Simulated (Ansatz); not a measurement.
## Single-point calculation of C3H10Ga2

- system: C3H10Ga2, SMILES [CH3][GaH][CH2][GaH][CH3]
- method: RKS PBE0-D4/def2-TZVPP (Ansatz 0.2.0)

The geometry comes from this level: PBE0-D4/def2-TZVP.

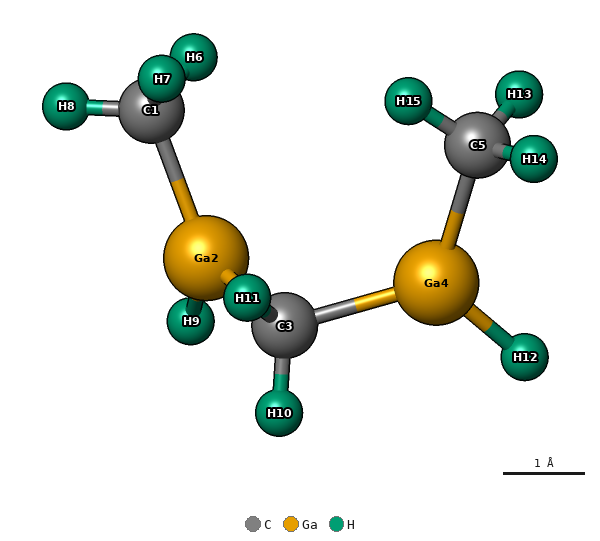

**Figure 1.** The structure as given in the input (ball-and-stick view, seen at a tilt; atoms are numbered from 1 in the order of the input). Sticks mark near contacts. Bond lengths as drawn: C–Ga 1.96 to 1.97 Å, C–H 1.09 to 1.10 Å and Ga–H 1.58 Å.

Summary:

| quantity | value |
| --- | --- |
| outcome | converged |
| total energy | −108013.8259 eV |
| mean-field energy | −108013.5390 eV |
| dispersion energy | −0.2869 eV |
| SCF solution under orbital rotations | stable |
| HOMO | −7.34 eV |
| LUMO | −1.47 eV |
| hardware | 4 threads of Intel Xeon, 15 GiB of memory available, shared host |
| wall time | 6.5 s (CPU time 23 s) |
| peak memory | 1.4 GiB |

The input:
```yaml
crystal:
  periodic: [false, false, false]
  atoms:
    - {symbol: C, position_ang: [-2.440275, -0.003117, -0.656535]}
    - {symbol: Ga, position_ang: [-0.990124, -1.323237, -0.850390]}
    - {symbol: C, position_ang: [0.454441, -1.401507, 0.474919]}
    - {symbol: Ga, position_ang: [1.846231, -0.051105, 0.176953]}
    - {symbol: C, position_ang: [1.580796, 1.799372, 0.800335]}
    - {symbol: H, position_ang: [-2.390699, 0.723166, -1.473719]}
    - {symbol: H, position_ang: [-2.384169, 0.540246, 0.287824]}
    - {symbol: H, position_ang: [-3.417976, -0.486862, -0.725127]}
    - {symbol: H, position_ang: [-0.958000, -2.286687, -2.098618]}
    - {symbol: H, position_ang: [0.903618, -2.396856, 0.468221]}
    - {symbol: H, position_ang: [0.004567, -1.186103, 1.450181]}
    - {symbol: H, position_ang: [3.159901, -0.442426, -0.603160]}
    - {symbol: H, position_ang: [1.631436, 2.492464, -0.044535]}
    - {symbol: H, position_ang: [2.378399, 2.087395, 1.490852]}
    - {symbol: H, position_ang: [0.621852, 1.935268, 1.302790]}
basis:
  gaussian: {orbitals: def2-TZVPP}
hamiltonian: {xc: pbe0, dispersion: d4}
output: {orbitals: {seedname: orbitals}}
```

Run as:
```bash
ansatz run in.yaml --threads 4 --pin off --events-out ev --progress --plain --max-ram 10444MiB
```

What the program printed:
```
Functional definition: PBE0
  name "PBE0"
  cite "Adamo & Barone, J. Chem. Phys. 110, 6158 (1999) doi:10.1063/1.478522"
  cite "Perdew, Burke & Ernzerhof, Phys. Rev. Lett. 77, 3865 (1996) doi:10.1103/PhysRevLett.77.3865"
  parent pbe
  parameter a = 0.25
  parameter kappa = 0.804
  parameter beta = 0.06672455060314922
  exchange = (1 - a)*pbe_x(kappa = kappa, mu = beta*pi^2/3) + a*exact_x
  correlation = pbe_c(beta = beta)
1956 factors; their error is unknown
mean field evaluation 1: about -107995.1792 eV, gradient 9.3e1 eV
mean field evaluation 2: about -107982.8262 eV, gradient 1.1e2 eV
mean field evaluation 4: about -108013.1122 eV, gradient 5.5e0 eV
mean field evaluation 8: about -108013.1755 eV, gradient 9.9e-2 eV
mean field evaluation 16: about -108013.5390 eV, gradient 4.8e-5 eV
mean field -108013.53899006 eV, -3969.4243436785 hartree, gradient 4.8e-5 eV, S^2 0.000000; 0 other end points of the search recorded, 0 dependent functions left out
reference -108013.53903212 eV, -3969.4243452240 hartree; 45, 45 occupied and 284, 284 virtual orbitals, 1956 factors
Total energy: -108013.82588394 eV, -3969.4348868341 hartree
```

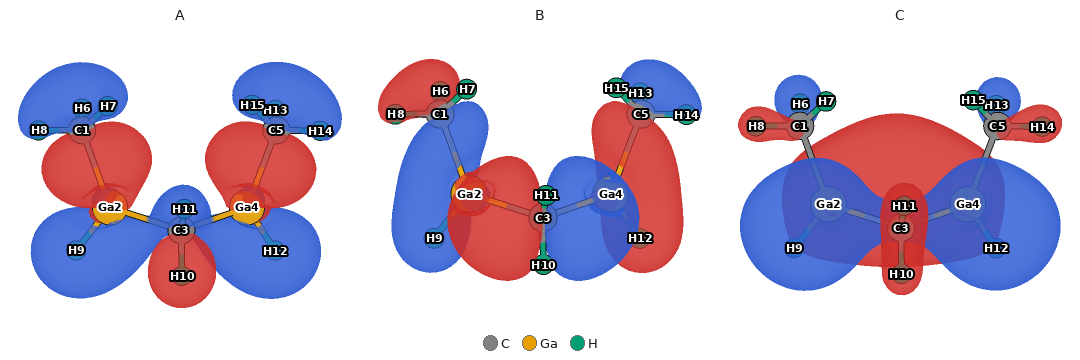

**Figure 2.** Three frontier orbitals at ±0.06 Å⁻³ᐟ² (red and blue are the two phases). A is the HOMO−1 (−7.78 eV). Its weight (Hirshfeld) is mainly on C5 (20 %), C1 (20 %), Ga4 (15 %), Ga2 (15 %) and H12 (10 %). B is the HOMO (−7.34 eV). It lies mainly on C3 (40 %), Ga4 (15 %) and Ga2 (15 %). C is the LUMO (−1.47 eV). Its weight (Hirshfeld) is mainly on Ga4 (35 %) and Ga2 (35 %). The HOMO–LUMO gap is 5.87 eV between the orbital energies.

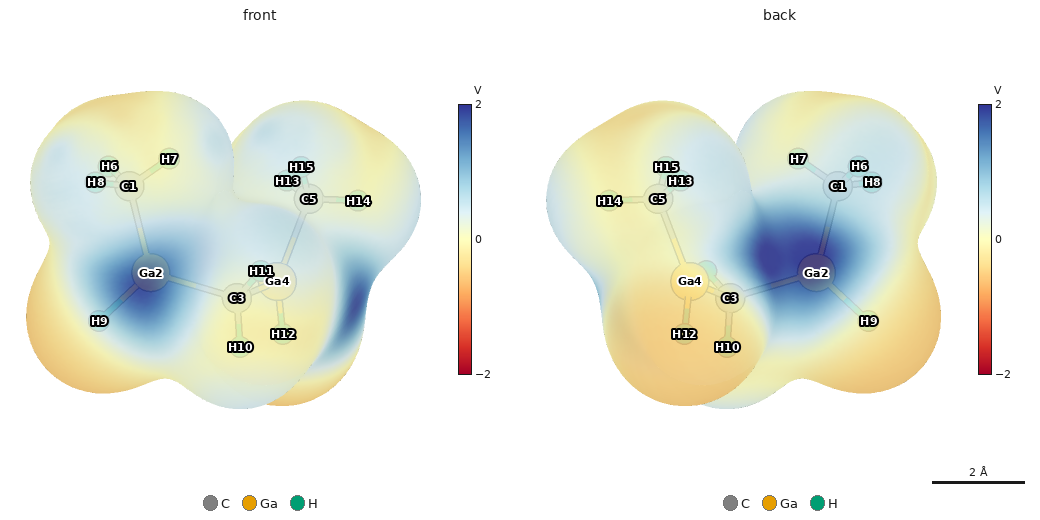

**Figure 3.** The electrostatic potential painted on the density surface at 0.001 e/bohr³, seen at a tilt and from behind; the colour scale runs from red (negative) to blue (positive). A positive charge is drawn to the negative regions and a negative charge to the positive ones.

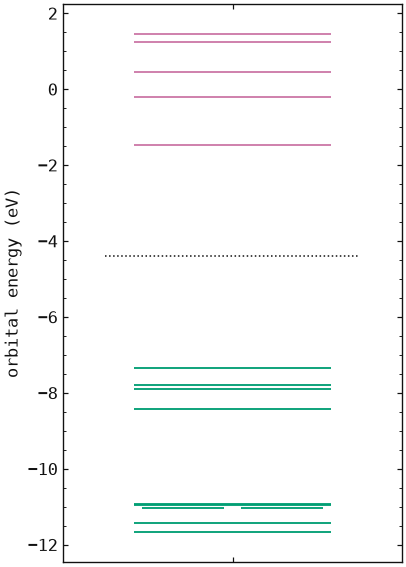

**Figure 4.** Orbital energies near the frontier; the dotted line parts filled from empty levels, and levels within 0.02 eV of each other stand side by side. Highest filled −7.34 eV, lowest empty −1.47 eV, 5.87 eV apart.
